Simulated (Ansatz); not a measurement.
# ClGa$_{2}$H$_{4}$N: what the fields show

Input

```
crystal:
  periodic: [false, false, false]
  atoms:
    - {symbol: Cl, position_ang: [-0.459219, -1.846064, -2.287227]}
    - {symbol: Ga, position_ang: [1.427325, -0.584251, -3.522892]}
    - {symbol: Ga, position_ang: [-0.197195, -0.124539, -0.632399]}
    - {symbol: N, position_ang: [1.252541, 0.696166, -1.753908]}
    - {symbol: H, position_ang: [1.027295, 1.655329, -2.024290]}
    - {symbol: H, position_ang: [2.141642, 0.741111, -1.252588]}
    - {symbol: H, position_ang: [-1.502311, 0.748035, -0.706947]}
    - {symbol: H, position_ang: [0.422830, -0.828684, 0.628556]}
basis:
  gaussian:
    orbitals: def2-TZVPD
hamiltonian:
  xc: pbe0
output: {forces: true, orbitals: {seedname: orbitals}}
```

Command:

```sh
ansatz run input.yaml --threads 2 --pin off --max-ram 4350MiB --events-out events.jsonl --progress --plain --runs-dir runs
```

Geometry: B3LYP/6-31G*.

The calculation used isolated molecule in a Gaussian basis; Kohn-Sham density functional theory, functional PBE0 in Ansatz 0.2.0.

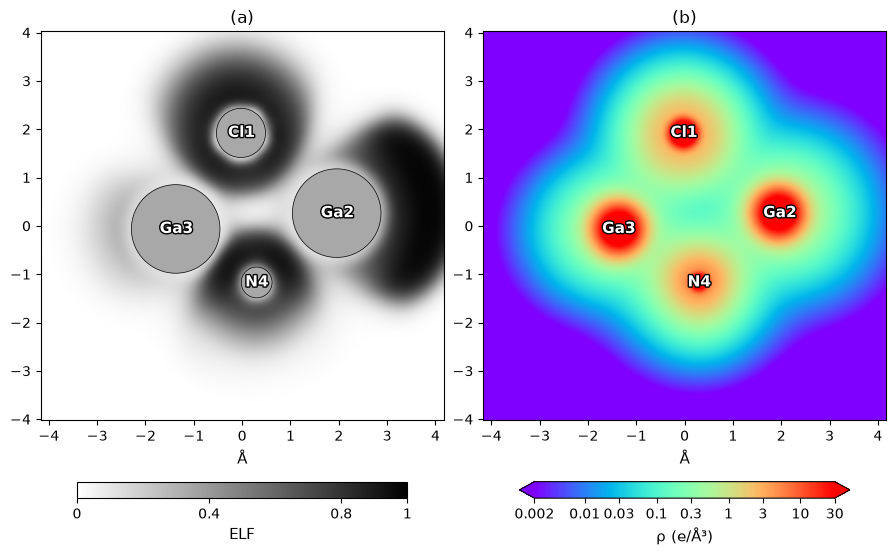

Figure 1. (a) electron localisation function; (b) total electron density on the plane of atoms Cl1, Ga2 and N4. Grey discs cover the atomic cores in the ELF map.

> What do the fields say about this system?

- The plane passes through Cl, Ga and N nuclei.
- Ga–N (2.01 Å): the density is about 0.63 e/Å³ at the midpoint; the ELF peaks at about 0.90 in the valence shell of N, 0.7 Å from its nucleus, and is about 0.40 at the midpoint.
- Ga–Cl (2.40 Å): ρ is about 0.44 e/Å³ halfway, with its minimum of 0.38 e/Å³ about 1.1 Å from Ga; the ELF peaks at about 0.85 in the valence shell of Cl, 0.8 Å from its nucleus, and is about 0.55 at the midpoint.
- Ga–N (2.19 Å): the density is about 0.46 e/Å³ at the midpoint; the ELF peaks at about 0.90 in the valence shell of N, 0.7 Å from its nucleus, and is about 0.40 at the midpoint.
- Ga–Cl (2.58 Å): the density is about 0.32 e/Å³ at the midpoint, with its minimum of 0.28 e/Å³ about 1.1 Å from Ga; the ELF peaks at about 0.85 in the valence shell of Cl, 0.8 Å from its nucleus, and is about 0.45 at the midpoint.
- The ELF also peaks beside Cl1, away from the bonds: lone-pair regions.

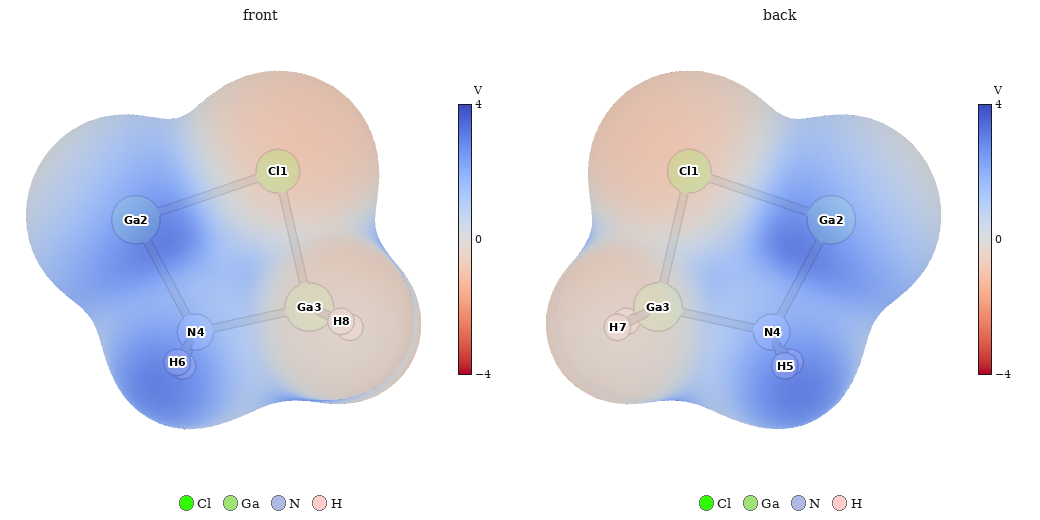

Figure 2. The electrostatic potential painted on the density surface at 0.004 e/bohr³, seen from the front and from behind; red is negative and blue positive.

> Where is the surface potential most negative and most positive?

The most negative region (about −0.8 V) lies over Cl1, the most positive (about +3.0 V) over Ga2, H5 and H6.

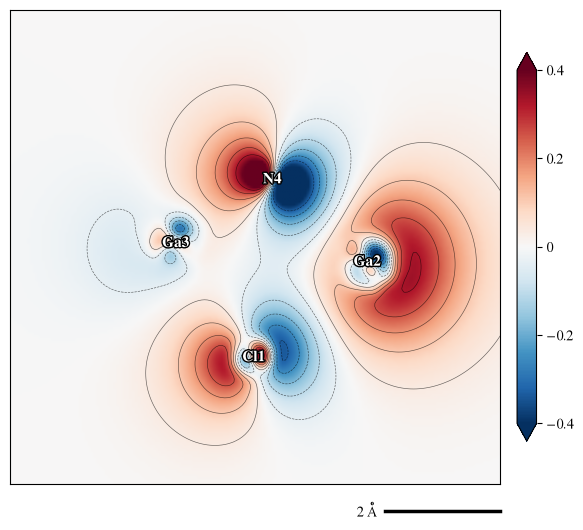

Figure 3. The HOMO on the plane of atoms Ga2, Cl1 and Ga3 (values in Å⁻³ᐟ²; the overall sign is arbitrary).

> Describe this orbital and give its energy.

By Hirshfeld shares it lies mainly on Ga2 (about 60 %), N4 (about 20 %) and Cl1 (about 15 %). Its energy is −6.79 eV.
